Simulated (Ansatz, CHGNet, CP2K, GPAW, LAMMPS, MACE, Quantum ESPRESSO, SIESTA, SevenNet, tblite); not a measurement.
# Which run comes nearest? Ga2O3 with crystalline order left by the classical run (95 atoms)

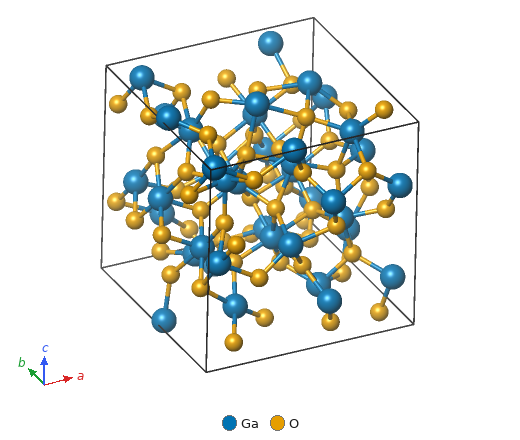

The cell (gallium blue, oxygen orange). Some periodic images of atoms are drawn too.

Density of this cell: 6.19 g/cm³. The cell holds 95 atoms: 38 Ga and 57 O. Its edges and angles: a = 9.848 Å, b = 9.848 Å, c = 9.848 Å, α = 90.0°, β = 90.0°, γ = 90.0°. 95 atoms (38 Fe, 57 O) placed at random at 5.32 g/cm³, melted at 5000 K for 10 ps at fixed volume with the Morse and Coulomb pair potential with partial charges (Pedone, Malavasi, Menziani, Cormack and Segre, J. Phys. Chem. B 110, 11780 (2006)). Quenched from 5000 K to 300 K at 50 K/ps and fixed volume, held 5 ps, then minimised at fixed cell. Then Fe was replaced by Ga and the cell scaled by 1.003 (the potential has no terms for the new elements, so the cell is a start for a DFT relaxation).

Geometry: as built.

The reference, a calculation:

* method: Kohn-Sham DFT, PBE, SSSP efficiency 1.3.0 pseudopotentials, plane waves (Quantum ESPRESSO 7.5); sssp-pbe-1.3.0-efficiency, cutoffs 60/480 Ry, Γ point
* r.m.s. force component: 0.3345 eV/Å
* longest force: 1.197 eV/Å
* pressure: -3.035 GPa
* gap (highest filled to lowest empty level): 0.9119 eV
* time: 9.1 min on 4 MPI ranks of Arm Neoverse V1, shared host
* CPU time: 36 min

Runs, in no order:
A. GPAW PBE, LCAO dzp, h 0.18 Å: Kohn-Sham DFT, PBE, PAW, atomic orbitals (dzp)
B. CP2K PBE, DZVP-UZH, 800/50 Ry, diagonalisation: Kohn-Sham DFT, PBE, GTH-PBE pseudopotentials, Gaussian and plane waves, DZVP-MOLOPT (UZH set), diagonalisation
C. SIESTA PBE, DZ, shift 0.01 Ry, mesh 500 Ry: Kohn-Sham DFT, PBE, PseudoDojo 0.4.1 norm-conserving pseudopotentials (converted to PSML), numerical atomic orbitals (DZ), diagonalisation
D. SevenNet l3i5 potential: machine-learned interatomic potential SevenNet l3i5, trained on PBE(+U) plane-wave data

**Question.** Rank the runs by how far their forces lie from the reference's, least first.

B, D, C, A.

| run | Δ force, r.m.s. (meV/Å) | share of r.m.s. force (%) | CPU time |
| --- | --- | --- | --- |
| B. CP2K PBE, DZVP-UZH, 800/50 Ry, diagonalisation | 35.8 | 10.7 | 17 min |
| D. SevenNet l3i5 potential | 57.3 | 17.1 | 13 s |
| C. SIESTA PBE, DZ, shift 0.01 Ry, mesh 500 Ry | 136 | 40.7 | 4.9 min |
| A. GPAW PBE, LCAO dzp, h 0.18 Å | 282 | 84.3 | 6.9 min |

Machine-learned potentials mimic data converged in k, so the reference's own k-point error enters their differences. The network of bonds at the start is that of the classical potential that made the cell, and needn't be the one that DFT or experiment would give. The electronic-structure runs sample only Γ, in a cell whose shortest periodic width is 10 Å.

[Hosts, paths, dates, database ids (printed as entryN), source tags and the programs' standing remarks are cut or masked in the printed files.]
